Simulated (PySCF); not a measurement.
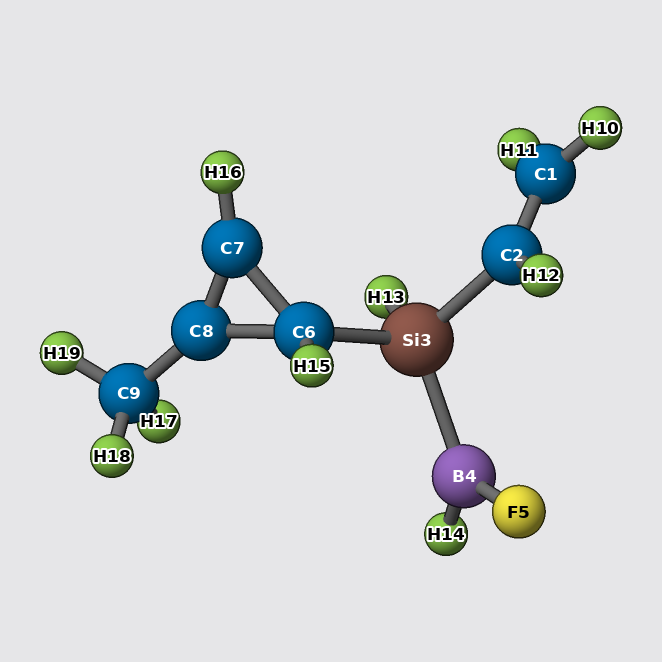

The geometry was computed by an optimisation with GFN2-xTB. No frequency run is at hand to confirm it as a minimum. Level of theory: GIAO PBE0/pcSseg-1 NMR shielding, non-relativistic, gas phase (PySCF 2.14.0). Principal shieldings σ11 ≤ σ22 ≤ σ33, span Ω = σ33 − σ11, skew κ = 3(σiso − σ22)/Ω.

Give the shielding tensors of the F atoms.

```tsv
atom	σ11	σ22	σ33	σiso	Ω	κ
F5	−150.2	−61.2	558.8	115.8	708.9	0.75
```

Shieldings and span in ppm.

The geometry is semi-empirical. Around B, Si such bond lengths and angles can be off by a tenth of an ångström or more and by several degrees, and values that hang on the shape move with them.
